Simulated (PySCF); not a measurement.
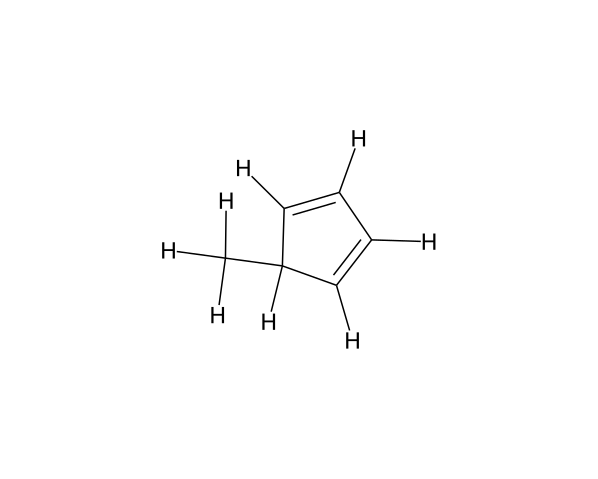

2D structure.

**Transcribe the drawing into SMILES.**

CC1C=CC=C1

**Give the formula, hydrogens included.**

C6H8.

**An optimisation with PBE0-D3(BJ)/def2-SVP gave a structure of which point group?**

Cs.

More results for the same structure follow; atom numbers are the same in all pictures, views and colours differ. The geometry was computed by an optimisation with PBE0-D3(BJ)/def2-SVP. No frequency run is at hand to confirm it as a minimum.

**Geometry**

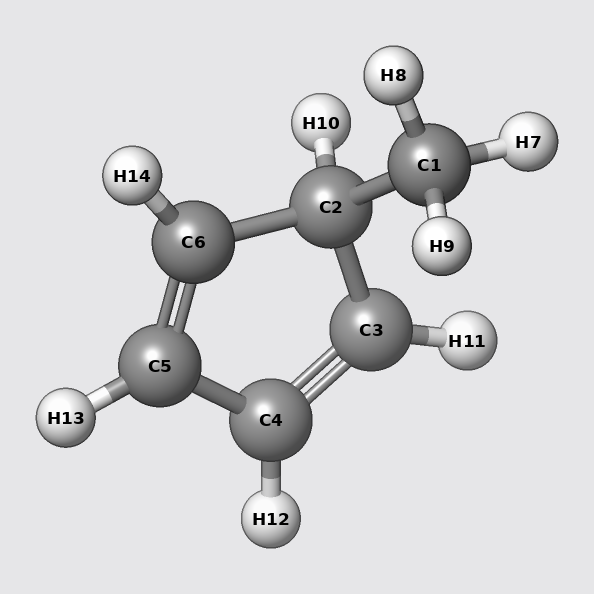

The atoms are numbered. No frequency run is at hand to confirm it as a minimum.

Which atoms are bonded, and how long are the bonds?

| bond | length (Å) | order |
| --- | --- | --- |
| C1–C2 | 1.529 | single |
| C1–H7 | 1.101 | single |
| C1–H8 | 1.101 | single |
| C1–H9 | 1.100 | single |
| C2–C3 | 1.501 | single |
| C2–C6 | 1.501 | single |
| C2–H10 | 1.110 | single |
| C3–C4 | 1.349 | double |
| C3–H11 | 1.091 | single |
| C4–C5 | 1.465 | single |
| C4–H12 | 1.092 | single |
| C5–C6 | 1.349 | double |
| C5–H13 | 1.092 | single |
| C6–H14 | 1.091 | single |

**NMR shielding**

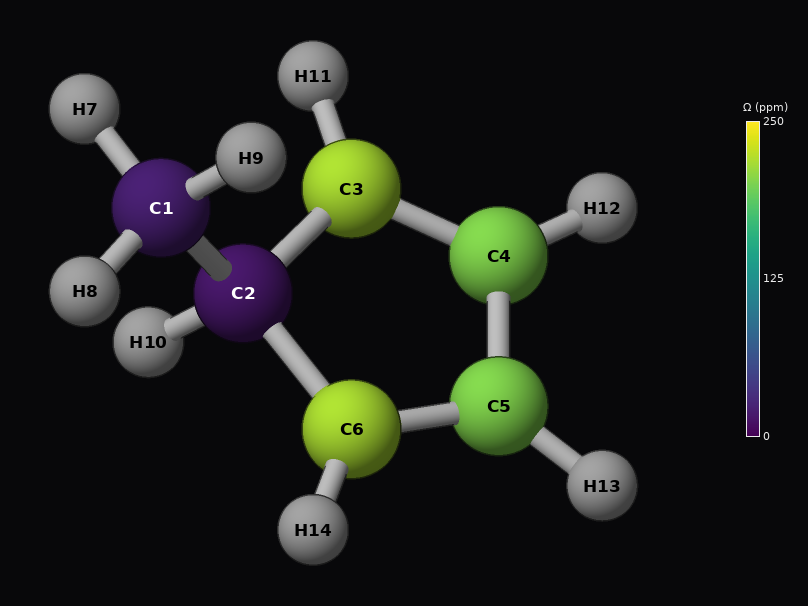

The C atoms are coloured by the span of their shielding tensor. No frequency run is at hand to confirm it as a minimum. Properties computed with GIAO mPW1PW91/pcSseg-1 NMR shielding, non-relativistic, gas phase (PySCF 2.14.0). Principal shieldings σ11 ≤ σ22 ≤ σ33, span Ω = σ33 − σ11, skew κ = 3(σiso − σ22)/Ω.

Give the shielding tensors of the C atoms.

```tsv
atom	σ11	σ22	σ33	σiso	Ω	κ
C1	160.9	161.0	182.6	168.2	21.7	0.99
C2	124.5	131.6	140.8	132.3	16.3	0.12
C3, C6	−74.7	34.3	143.8	34.4	218.5	0.00
C4, C5	−60.7	51.8	142.3	44.5	202.9	−0.11
```

Shieldings and span in ppm.

**Ring current**

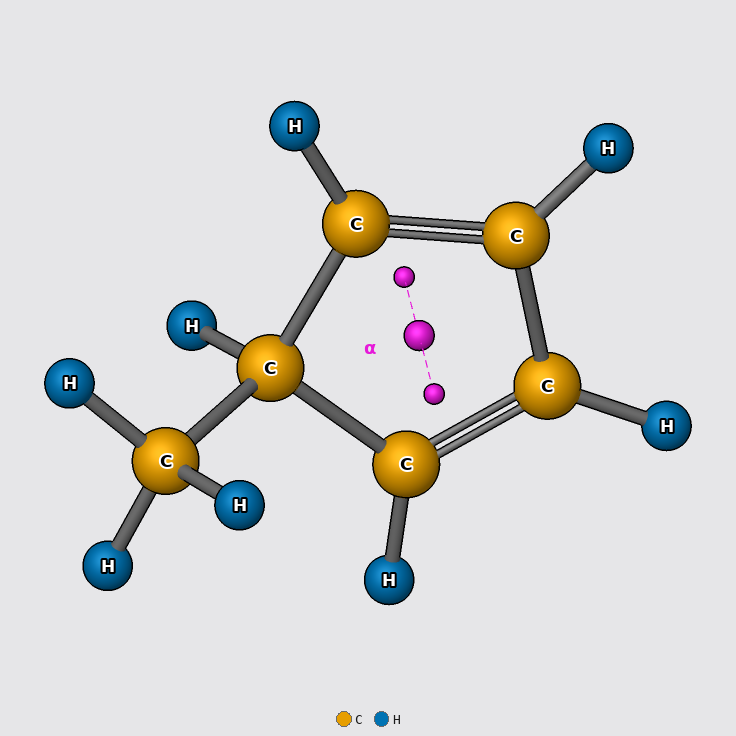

The small points mark where nucleus-independent chemical shifts (NICS) were computed: at the centre of each lettered ring and 1 Å above and below it. No frequency run is at hand to confirm it as a minimum. Method: GIAO mPW1PW91/pcSseg-1 NMR shielding, non-relativistic, gas phase (PySCF 2.14.0).

Give NICS(0), NICS(1) and the out-of-plane component NICS(1)zz for each ring (means of the two sides).

```csv
ring,members,NICS(0),NICS(1),NICS(1)zz
α,C5,−3.0,−5.6,−11.2
```

Values in ppm.

**Electronic properties**

No frequency run is at hand to confirm it as a minimum. Properties computed with KT3/pcSseg-1, gas phase (PySCF 2.14.0).

Computed properties:

- dipole moment: 0.52 D
- HOMO energy (Kohn–Sham orbital): −5.27 eV
- LUMO energy (Kohn–Sham orbital): −1.48 eV
- HOMO–LUMO gap: 3.79 eV
